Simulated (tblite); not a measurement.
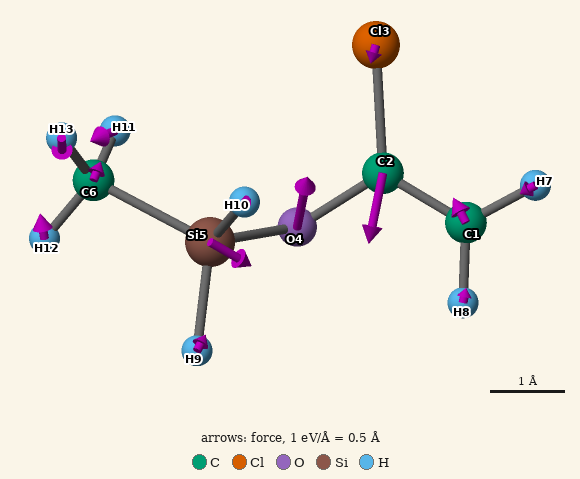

Starting geometry of C₃H₇ClOSi with the computed forces as purple arrows. The picture is a ball-and-stick view, seen at a tilt.

Theory: tblite 0.8.0, GFN2-xTB geometry optimisation, gas phase. 

### What follows when this structure is relaxed?

It isn't relaxed: the largest force vector, on O4, is 2.36 eV/Å. The final displacements have little in common with the starting forces (cosine between the two patterns 0.25). The atom that moves furthest after the best rigid fit is H12 (1.22 Å). By element the largest moves are H 1.22 Å, O 1.17 Å, Cl 0.77 Å, C 0.51 Å, Si 0.49 Å. Some distances before and after: Cl3–Si5 3.645 → 3.208 Å, O4–Si5 1.758 → 1.652 Å, C2–O4 1.394 → 1.317 Å, Si5–H9 1.490 → 1.456 Å. Bond angles that change, for instance: C2–O4–Si5 118.6° → 132.7°, O4–Si5–H9 106.2° → 96.7°, H9–Si5–H10 107.5° → 113.8°. Groups turn about C2–O4 by about 85°, O4–Si5 by about 55°, Si5–C6 by about 50°. Over 114 geometry steps the energy falls by 13.5 kcal/mol.
